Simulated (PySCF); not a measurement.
**What a change does: NMR shielding calculation on C₅H₅BO₂**

System: C₅H₅BO₂.
Method of the first run: GIAO PBE/pcSseg-1 NMR shielding, non-relativistic, gas phase (PySCF 2.14.0).

The geometry comes from this level: GFN2-xTB. Text and figures count atoms from 1; the logs count them from 0 in places.

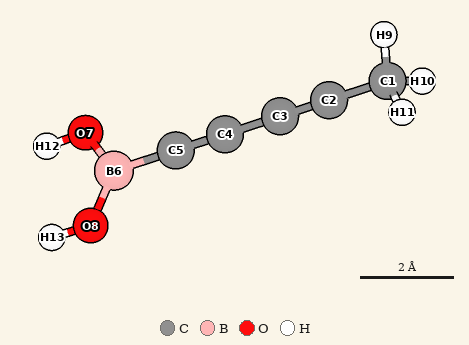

The structure (ball-and-stick view, seen at a tilt; atoms are numbered from 1 in the order of the input).

Input, the first run:
```
{"job": {"kind": "nmr", "xc": "PBE", "basis": "pcSseg-1", "pop": false}, "charge": 0, "multiplicity": 1}
C     -3.712333    -0.187311     0.851366
C     -2.331191    -0.117525     0.444636
C     -1.174029    -0.059293     0.103792
C      0.126152     0.006315    -0.279260
C      1.288275     0.064383    -0.621471
B      2.746957     0.138131    -1.051544
O      3.306639     1.367751    -1.198353
O      3.408648    -1.029479    -1.265096
H     -4.326077     0.434764     0.198880
H     -3.817632     0.168064     1.877046
H     -4.068705    -1.216557     0.796008
H      4.224266     1.395214    -1.469450
H      4.324641    -0.963972    -1.535224
```

The first line tells a small driver script what to run in PySCF; the rest is the geometry in Å.

Launched with:
```bash
OMP_NUM_THREADS=1 python <driver script> task.json out
```

Hardware: 1 CPU thread, shared host.

Output (the first run):
```
coarse grid: 11792 points
cycle   1  E = -368.0431537738  dE =  1.192e+00  |g| = 1.090e+00  |ddm| = 4.082e+00
cycle   2  E = -367.5287866533  dE =  5.144e-01  |g| = 1.910e+00  |ddm| = 3.833e+00
cycle   3  E = -368.1901769927  dE = -6.614e-01  |g| = 5.154e-01  |ddm| = 3.359e+00
cycle   4  E = -368.2610122446  dE = -7.084e-02  |g| = 2.184e-01  |ddm| = 6.926e-01
cycle   5  E = -368.2734228705  dE = -1.241e-02  |g| = 4.788e-02  |ddm| = 1.944e-01
cycle   6  E = -368.2739912241  dE = -5.684e-04  |g| = 1.574e-02  |ddm| = 6.579e-02
cycle   7  E = -368.2740205421  dE = -2.932e-05  |g| = 1.243e-02  |ddm| = 2.029e-02
cycle   8  E = -368.2740572353  dE = -3.669e-05  |g| = 1.868e-03  |ddm| = 1.031e-02
cycle   9  E = -368.2740580043  dE = -7.690e-07  |g| = 5.034e-04  |ddm| = 2.492e-03
final grid: 116528 points
cycle  10  E = -368.3644489187  dE = -4.569e-05  |g| = 1.187e-02  |ddm| = 1.328e-01
cycle  11  E = -368.3644005951  dE =  4.832e-05  |g| = 1.967e-02  |ddm| = 3.729e-02
cycle  12  E = -368.3644793135  dE = -7.872e-05  |g| = 3.223e-03  |ddm| = 2.229e-02
cycle  13  E = -368.3644810936  dE = -1.780e-06  |g| = 1.449e-03  |ddm| = 3.487e-03
cycle  14  E = -368.3644816129  dE = -5.193e-07  |g| = 3.941e-04  |ddm| = 1.368e-03
cycle  15  E = -368.3644816425  dE = -2.956e-08  |g| = 2.370e-04  |ddm| = 5.216e-04
cycle  16  E = -368.3644816582  dE = -1.570e-08  |g| = 4.448e-05  |ddm| = 2.391e-04
cycle  17  E = -368.3644816586  dE = -4.393e-10  |g| = 9.794e-06  |ddm| = 4.045e-05
converged SCF energy = -368.3644816586

GIAO shielding tensors (ppm)
atom      isotropic    diamagn.    paramagn.     s11        s22        s33       span
  0 C      176.698     256.886     -80.188    166.688    167.231    196.175     29.487
  1 C      102.801     270.657    -167.856      9.370     18.213    280.819    271.450
  2 C      110.702     244.891    -134.189     30.675     31.188    270.242    239.567
  3 C       93.353     254.295    -160.942      6.149     13.900    260.012    253.863
  4 C      103.836     266.274    -162.438     11.899     16.874    282.737    270.838
  5 B       79.442     196.861    -117.419     65.306     81.018     92.002     26.697
  6 O      198.641     382.774    -184.133    100.193    245.629    250.100    149.907
  7 O      198.671     382.729    -184.058    100.261    245.633    250.118    149.857
  8 H       29.473      28.634       0.838     24.518     27.783     36.117     11.599
  9 H       29.476      29.575      -0.099     24.545     27.773     36.110     11.565
 10 H       29.464      28.975       0.489     24.450     27.805     36.137     11.687
 11 H       28.285      28.788      -0.503     23.509     23.937     37.410     13.901
 12 H       28.285      28.777      -0.492     23.509     23.937     37.409     13.900
```

For the second run the input was changed thus:
```diff
-C     -3.712333    -0.187311     0.851366
-C     -2.331191    -0.117525     0.444636
-C     -1.174029    -0.059293     0.103792
-C      0.126152     0.006315    -0.279260
-C      1.288275     0.064383    -0.621471
-B      2.746957     0.138131    -1.051544
-O      3.306639     1.367751    -1.198353
-O      3.408648    -1.029479    -1.265096
-H     -4.326077     0.434764     0.198880
-H     -3.817632     0.168064     1.877046
-H     -4.068705    -1.216557     0.796008
-H      4.224266     1.395214    -1.469450
-H      4.324641    -0.963972    -1.535224
+C     -3.633549    -0.100193     0.795116
+C     -2.246881    -0.093686     0.402732
+C     -1.084820    -0.092119     0.074020
+C      0.220823    -0.085712    -0.296843
+C      1.387904    -0.086298    -0.628585
+B      2.854920    -0.036863    -1.051097
+O      3.497875     1.138612    -1.322700
+O      3.546236    -1.190672    -1.162752
+H     -4.212392     0.548145     0.136284
+H     -3.733041     0.259770     1.819763
+H     -4.034739    -1.112537     0.736295
+H      2.979328     1.935352    -1.233990
+H      4.455994    -1.064150    -1.432739
```

What does this change do to the results?

With the same method and basis, the second run lies 4.6 kcal/mol lower. The HOMO goes from −5.84 to −6.01 eV. The LUMO goes from −1.82 to −1.96 eV. The dipole moment goes from 0.99 to 2.32 D. Of all shieldings, the largest change is that of O7, by −6.7 ppm. The number of SCF iterations is the same.

Output (the second run):
```
coarse grid: 11792 points
cycle   1  E = -368.0589624551  dE =  1.179e+00  |g| = 1.076e+00  |ddm| = 4.076e+00
cycle   2  E = -367.5471167402  dE =  5.118e-01  |g| = 1.912e+00  |ddm| = 3.400e+00
cycle   3  E = -368.2238349845  dE = -6.767e-01  |g| = 4.342e-01  |ddm| = 2.945e+00
cycle   4  E = -368.2635006296  dE = -3.967e-02  |g| = 2.566e-01  |ddm| = 6.497e-01
cycle   5  E = -368.2813430440  dE = -1.784e-02  |g| = 5.464e-02  |ddm| = 2.384e-01
cycle   6  E = -368.2820995154  dE = -7.565e-04  |g| = 1.736e-02  |ddm| = 6.522e-02
cycle   7  E = -368.2821364326  dE = -3.692e-05  |g| = 1.277e-02  |ddm| = 2.114e-02
cycle   8  E = -368.2821733502  dE = -3.692e-05  |g| = 2.962e-03  |ddm| = 1.105e-02
cycle   9  E = -368.2821750260  dE = -1.676e-06  |g| = 1.434e-03  |ddm| = 3.180e-03
final grid: 116528 points
cycle  10  E = -368.3717911155  dE = -4.112e-05  |g| = 1.305e-02  |ddm| = 1.298e-01
cycle  11  E = -368.3717060823  dE =  8.503e-05  |g| = 2.404e-02  |ddm| = 3.966e-02
cycle  12  E = -368.3718227788  dE = -1.167e-04  |g| = 5.533e-03  |ddm| = 2.574e-02
cycle  13  E = -368.3718294016  dE = -6.623e-06  |g| = 1.917e-03  |ddm| = 5.342e-03
cycle  14  E = -368.3718302867  dE = -8.851e-07  |g| = 4.481e-04  |ddm| = 1.781e-03
cycle  15  E = -368.3718303093  dE = -2.268e-08  |g| = 3.573e-04  |ddm| = 6.931e-04
cycle  16  E = -368.3718303442  dE = -3.482e-08  |g| = 6.744e-05  |ddm| = 3.415e-04
cycle  17  E = -368.3718303451  dE = -8.928e-10  |g| = 2.039e-05  |ddm| = 6.376e-05
converged SCF energy = -368.3718303451

GIAO shielding tensors (ppm)
atom      isotropic    diamagn.    paramagn.     s11        s22        s33       span
  0 C      176.738     256.901     -80.163    166.701    167.226    196.286     29.585
  1 C      101.325     270.455    -169.130      8.488     16.581    278.905    270.417
  2 C      111.266     246.084    -134.818     31.485     31.772    270.541    239.056
  3 C       92.696     253.977    -161.280      7.221     14.684    256.184    248.963
  4 C      104.524     268.303    -163.779      8.787     19.396    285.387    276.600
  5 B       78.199     197.101    -118.902     63.552     78.146     92.899     29.348
  6 O      191.979     386.516    -194.537     57.105    251.953    266.879    209.774
  7 O      203.690     383.010    -179.320     91.092    245.290    274.687    183.595
  8 H       29.468      28.836       0.632     24.519     27.788     36.096     11.576
  9 H       29.468      29.710      -0.242     24.553     27.758     36.094     11.541
 10 H       29.443      28.932       0.510     24.440     27.745     36.144     11.704
 11 H       27.221      34.293      -7.072     22.285     24.511     34.867     12.582
 12 H       27.509      27.535      -0.026     22.488     23.627     36.414     13.926
```

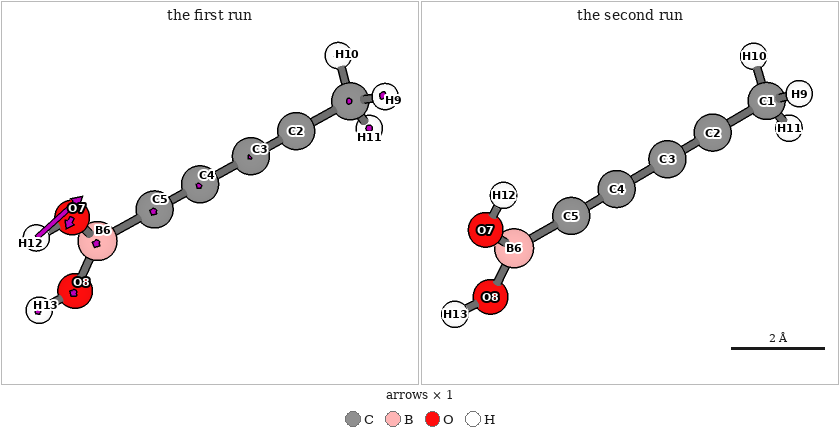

The two input geometries at one scale (ball-and-stick view, seen at a tilt). The pink arrows on the first give the shifts of the atoms after the best rigid fit, at true length. H12 moves most after the best rigid fit: 1.38 Å. Largest moves by element: H 1.38 Å, O 0.31 Å, B 0.20 Å, C 0.18 Å. Among the contacts that change: B6–O8 1.359 → 1.350 Å, B6–O7 1.359 → 1.367 Å, C5–B6 1.523 → 1.527 Å.

The two runs side by side:

| quantity | the first run | the second run |
| --- | --- | --- |
| outcome | converged | converged |
| total energy (hartree) | −368.364482 | −368.371830 |
| HOMO (eV) | −5.84 | −6.01 |
| LUMO (eV) | −1.82 | −1.96 |
| dipole moment (D) | 0.99 | 2.32 |
| shielding of C2 (ppm) | 102.8 | 101.3 |
| shielding of C5 (ppm) | 103.8 | 104.5 |
| shielding of B6 (ppm) | 79.4 | 78.2 |
| shielding of O7 (ppm) | 198.6 | 192.0 |
| shielding of O8 (ppm) | 198.7 | 203.7 |
| shielding of H12 (ppm) | 28.3 | 27.2 |
| shielding of H13 (ppm) | 28.3 | 27.5 |
| SCF iterations | 17 | 17 |
| basis functions | 161 | 161 |
| wall time (shared host) | 24 s | 23 s |
